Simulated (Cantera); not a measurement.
Charge: 1 mol Si, 0.96 mol Br2, 23 mol N2, equilibrated at 0.00100 bar.

Equilibrium computed with Cantera from the NASA thermochemical tables; the gas is ideal and each condensed phase is pure. Candidate condensed phases: Br2, Si, Si3N4; 13 gas species. N2 is the only nitrogen source here; it is nearly inert below about 1500 K, so the nitride shown seldom forms there in practice. The tables' values for SiBr3 are old estimates; treat these amounts as uncertain. Rates play no part.

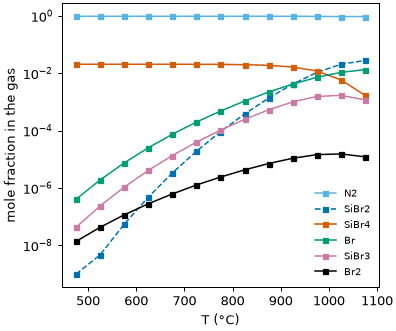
Fig. 1. Equilibrium gas composition (values under 1e-9 drawn at 1e-9)

Task: Read off the mole fractions at 775 °C.

Result: N2 about 0.98, SiBr4 about 0.020, Br about 0.00048, SiBr3 about 0.00010, SiBr2 about 9.2e-5, Br2 about 2.4e-6.
